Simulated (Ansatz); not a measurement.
# Calculations on GeH5Br

### Relaxation

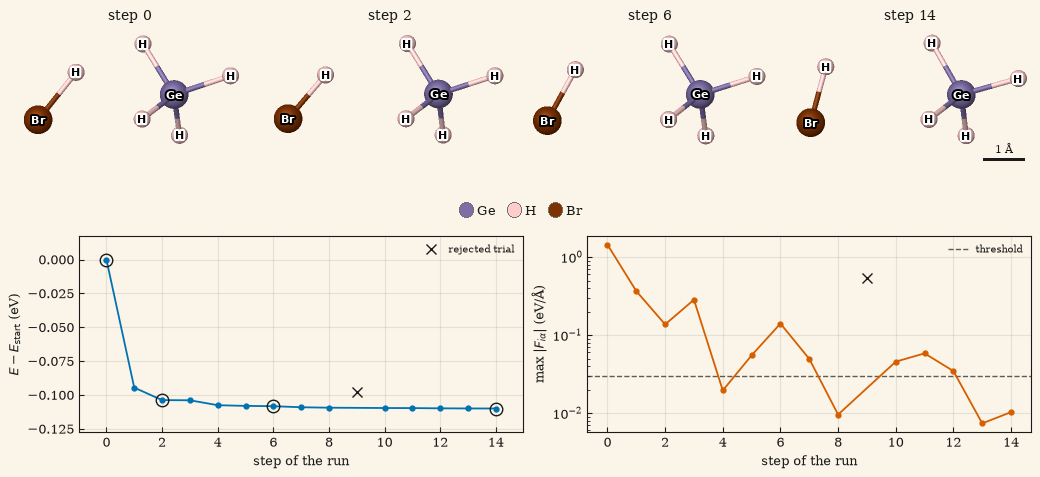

Frames of a relaxation of GeH5Br, marked on the history of the run. Style: ball-and-stick. Shown at a tilt.

The run prepares an end point of a later path (reaction) calculation, from a guessed geometry.

Computed with Ansatz, RKS r2SCAN-D4/def2-SVP.

Input file:
```yaml
crystal:
  periodic: [false, false, false]
  atoms:
    - { symbol: Ge, position_ang: [0.220231, 2.0e-06, -0.057889] }
    - { symbol: H, position_ang: [0.208866, 7.0e-06, 1.489942] }
    - { symbol: H, position_ang: [1.683678, -1.0e-06, -0.519046] }
    - { symbol: H, position_ang: [-0.492011, 1.261036, -0.548529] }
    - { symbol: H, position_ang: [-0.492011, -1.261035, -0.548522] }
    - { symbol: Br, position_ang: [-3.044214, 1.0e-05, 1.475587] }
    - { symbol: H, position_ang: [-1.605939, -1.8e-05, 1.903457] }
basis:
  gaussian: { orbitals: def2-SVP }
hamiltonian:
  xc: r2scan
  dispersion: d4
relax:
  f_tol: 0.03
  max_steps: 50
```

Command:
```bash
ansatz run input.yaml --threads 2 --pin off --max-ram 3072MiB --backend cpu --events-out ev --progress --plain --runs-dir out
```

Question: Describe the path.

Answer: The atom that moves furthest after the best rigid fit is H7 (0.82 Å). By element the largest moves are H 0.82 Å, Br 0.20 Å, Ge 0.19 Å. Near-neighbour distances that change, for instance: Br6–H7 1.501 → 1.424 Å, Ge1–H2 1.548 → 1.535 Å. After 13 accepted moves (14 points after the start) the energy has fallen by 0.110 eV. Largest force component: 1.4 eV/Å at the start, 0.01 eV/Å at the end. The line search rejected the trial step at point 9 of the run. The forces were under the threshold at step 4, but the run went on from there. Cost: 28 s on 2 threads of Intel(R) Xeon(R) Platinum 8259CL CPU @ 2.50GHz (Skylake/Cascade Lake), with other jobs on the host, peak memory 0.17 GiB. From step 0 to 2: H7 moves most (0.28 Å), energy −0.104 eV. From step 2 to 6: H7 moves most (0.30 Å), energy −0.004 eV. From step 6 to 14: H7 moves most (0.27 Å), energy −0.002 eV.

### Relaxation

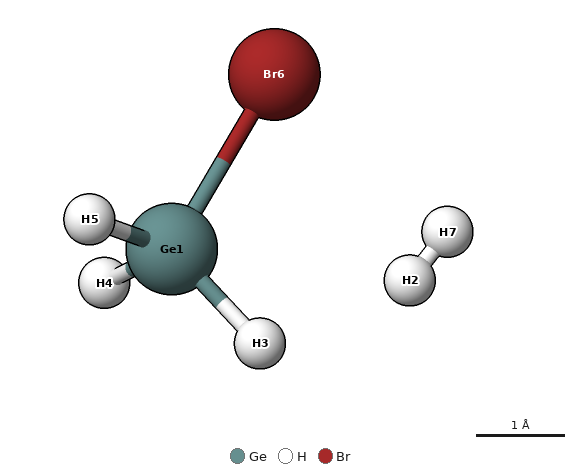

This is the input geometry for a relaxation of GeH₅Br. A ball-and-stick model, seen at a tilt.

The run prepares an end point of a later path (reaction) calculation, from a guessed geometry.

Method: RKS r2SCAN-D4/def2-SVP in Ansatz 0.2.0.

Input
```yaml
crystal:
  periodic: [false, false, false]
  atoms:
    - { symbol: Ge, position_ang: [-0.497613, 0.0, -0.456675] }
    - { symbol: H, position_ang: [0.176021, 0.0, 2.223692] }
    - { symbol: H, position_ang: [0.737061, 0.0, 0.447058] }
    - { symbol: H, position_ang: [-0.567866, 1.265823, -1.312978] }
    - { symbol: H, position_ang: [-0.567866, -1.265823, -1.312978] }
    - { symbol: Br, position_ang: [-2.445877, 0.0, 0.901589] }
    - { symbol: H, position_ang: [-0.355261, 0.0, 2.705293] }
basis:
  gaussian: { orbitals: def2-SVP }
hamiltonian:
  xc: r2scan
  dispersion: d4
relax:
  f_tol: 0.03
  max_steps: 50
```

Command:
```bash
ansatz run input.yaml --threads 2 --pin off --max-ram 3072MiB --backend cpu --events-out ev --progress --plain --runs-dir out
```

> What does the optimiser find from here?

The energy falls by 0.281 eV in 12 geometry steps. Largest force component: 1.4 eV/Å at the start, 0.015 eV/Å at the end. The forces were under the threshold at step 7, but the run went on from there. H2 moves most after the best rigid fit: 1.25 Å. Largest moves by element: H 1.25 Å, Ge 0.33 Å, Br 0.26 Å. Near-neighbour distances that change, for instance: Ge1–Br6 2.375 → 2.318 Å, H2–H7 0.717 → 0.759 Å.

The structure at the end:

```xyz
7

Ge   -0.5776    0.0000   -0.7742
H     0.3696    0.0000    3.4634
H     0.6712    0.0000    0.1120
H    -0.6635    1.2661   -1.6309
H    -0.6635   -1.2661   -1.6309
Br   -2.4143    0.0000    0.6399
H    -0.2433    0.0000    3.0157
```

The end point in the same view:

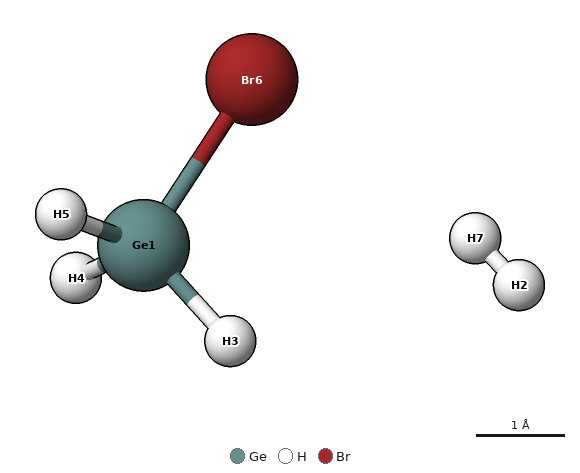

### Path

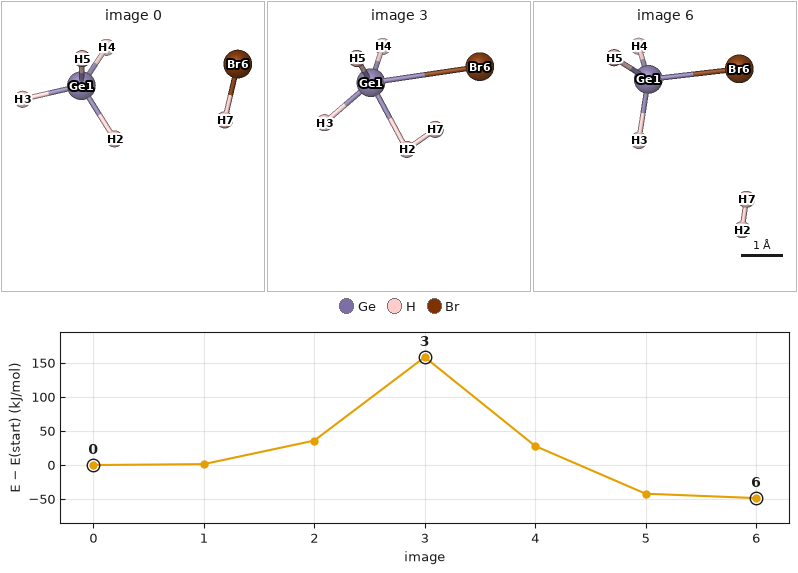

NEB run on GeH5Br, made up at the start of GeH$_{4}$ and HBr. Images are numbered from 0 (start) to 6 (end). Style: ball-and-stick. Shown from a free direction.

Theory: RKS r2SCAN-D4/def2-SVP (Ansatz).

Input file:
```yaml
crystal:
  periodic: [false, false, false]
  atoms:
    - { symbol: Ge, position_ang: [0.379356, 2.0e-06, -0.165932] }
    - { symbol: H, position_ang: [0.412019, 4.0e-06, 1.369207] }
    - { symbol: H, position_ang: [1.821117, -1.0e-06, -0.690822] }
    - { symbol: H, position_ang: [-0.347627, 1.254781, -0.658205] }
    - { symbol: H, position_ang: [-0.34763, -1.254778, -0.658201] }
    - { symbol: Br, position_ang: [-3.244734, 2.0e-06, 1.519277] }
    - { symbol: H, position_ang: [-2.193902, -1.0e-05, 2.479678] }
basis:
  gaussian: { orbitals: def2-SVP }
hamiltonian:
  xc: r2scan
  dispersion: d4
neb:
  order_check: false
  images: 5
  f_tol: 0.03
  max_iterations: 60
  final_atoms:
    - { symbol: Ge, position_ang: [-0.41376329, 1.38e-06, -0.77323468] }
    - { symbol: H, position_ang: [-0.03673934, -4.04e-06, 3.55256403] }
    - { symbol: H, position_ang: [0.70654226, -7.7e-07, 0.27066016] }
    - { symbol: H, position_ang: [-0.38542153, 1.26605637, -1.63372452] }
    - { symbol: H, position_ang: [-0.3854236, -1.26605163, -1.63372751] }
    - { symbol: Br, position_ang: [-2.42176841, 1.65e-06, 0.38486903] }
    - { symbol: H, position_ang: [-0.5848271, -2.97e-06, 3.02759549] }
  initial_path:
    images:
      - { positions_ang: [[0.379356, 2.0e-06, -0.165932], [0.412019, 4.0e-06, 1.369207], [1.821117, -1.0e-06, -0.690822], [-0.347627, 1.254781, -0.658205], [-0.34763, -1.254778, -0.658201], [-3.244734, 2.0e-06, 1.519277], [-2.193902, -1.0e-05, 2.479678]] }
      - { positions_ang: [[0.25739675, 1.37e-06, -0.10551752], [0.26015493, 2.23e-06, 1.55095623], [1.71071772, -7.2e-07, -0.61280407], [-0.46531536, 1.25812094, -0.61299487], [-0.46531771, -1.25811839, -0.61299284], [-3.02089981, 1.54e-06, 1.27598104], [-1.79813751, -6.98e-06, 2.31237403]] }
      - { positions_ang: [[0.13543749, 7.4e-07, -0.04510304], [0.10829085, 4.7e-07, 1.73270547], [1.60031844, -4.3e-07, -0.53478614], [-0.58300372, 1.26146088, -0.56778475], [-0.58300543, -1.26145878, -0.56778469], [-2.79706563, 1.08e-06, 1.03268508], [-1.40237302, -3.96e-06, 2.14507007]] }
      - { positions_ang: [[0.01347824, 1.2e-07, 0.01531144], [-0.04357322, -1.3e-06, 1.9144547], [1.48991917, -1.5e-07, -0.45676821], [-0.70069208, 1.26480082, -0.52257462], [-0.70069314, -1.26479918, -0.52257653], [-2.57323144, 6.2e-07, 0.78938912], [-1.00660853, -9.4e-07, 1.9777661]] }
      - { positions_ang: [[-0.1289356, 5.4e-07, -0.24753727], [-0.04129526, -2.21e-06, 2.46049114], [1.22879353, -3.5e-07, -0.21429209], [-0.59560189, 1.26521934, -0.89295792], [-0.59560329, -1.26521666, -0.89296019], [-2.52274377, 9.6e-07, 0.65454909], [-0.86601472, -1.62e-06, 2.32770923]] }
      - { positions_ang: [[-0.27134945, 9.6e-07, -0.51038598], [-0.0390173, -3.12e-06, 3.00652759], [0.9676679, -5.6e-07, 0.02818403], [-0.49051171, 1.26563786, -1.26334122], [-0.49051344, -1.26563414, -1.26334385], [-2.47225609, 1.31e-06, 0.51970906], [-0.72542091, -2.29e-06, 2.67765236]] }
      - { positions_ang: [[-0.41376329, 1.38e-06, -0.77323468], [-0.03673934, -4.04e-06, 3.55256403], [0.70654226, -7.7e-07, 0.27066016], [-0.38542153, 1.26605637, -1.63372452], [-0.3854236, -1.26605163, -1.63372751], [-2.42176841, 1.65e-06, 0.38486903], [-0.5848271, -2.97e-06, 3.02759549]] }
```

Launched with:
```bash
ansatz run input.yaml --threads 2 --pin off --max-ram 3072MiB --backend cpu --events-out ev --progress --plain --runs-dir out
```

Question: Read off the barrier and say what moves.

Answer: Breaking: Br6–H7 (1.42 → 1.94 at the top → 3.22 Å), Ge1–H2 (1.54 → 1.85 at the top → 4.34 Å). Forming: Ge1–Br6 (4.00 → 2.79 at the top → 2.32 Å), H2–H7 (2.83 → 0.88 at the top → 0.76 Å). The highest point, image 3, lies 158.6 kJ/mol above the start and 207.2 kJ/mol above the end; the end is at −48.6 kJ/mol relative to the start. The band converged in 17 iterations. The largest component of the band force went from 5.9 to 0.013 eV/Å. The climbing image converged on the top of the path. Its vibrational analysis gives 2 imaginary modes over 30i cm⁻¹, so it isn't confirmed as a transition state.

Limits of the set-up: the start holds two separate molecules, 2.8 Å apart at their closest, whose relative position is a soft coordinate.
